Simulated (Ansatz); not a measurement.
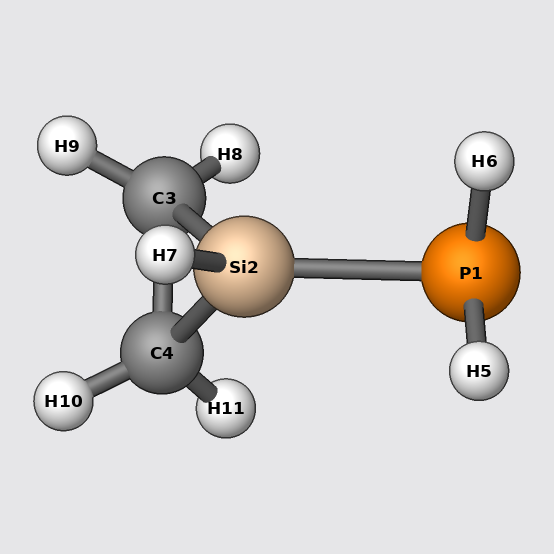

The questions are on Mulliken charges. The computed structure is the end point of a PBE-D4/def2-SVP optimisation. No frequency run is at hand to confirm it as a minimum. Method: RKS PBE-D4/def2-SVP (Ansatz 0.2.0).

Question: Which atom carries the highest charge (most positive or least negative)?

Answer: Si2 (0.16 e).

Question: And the lowest?

Answer: C3, C4 (−0.19 e).

List the Mulliken charges.

```json
{"atom": "P1", "value (e)": "−0.08"}
{"atom": "Si2", "value (e)": "0.16"}
{"atom": "C3", "value (e)": "−0.19"}
{"atom": "C4", "value (e)": "−0.19"}
{"atom": "H5", "value (e)": "0.02"}
{"atom": "H6", "value (e)": "0.02"}
{"atom": "H7", "value (e)": "−0.03"}
{"atom": "H8", "value (e)": "0.07"}
{"atom": "H9", "value (e)": "0.07"}
{"atom": "H10", "value (e)": "0.07"}
{"atom": "H11", "value (e)": "0.07"}
```

Mulliken values depend strongly on the basis set and can even reverse the polarity of a bond.
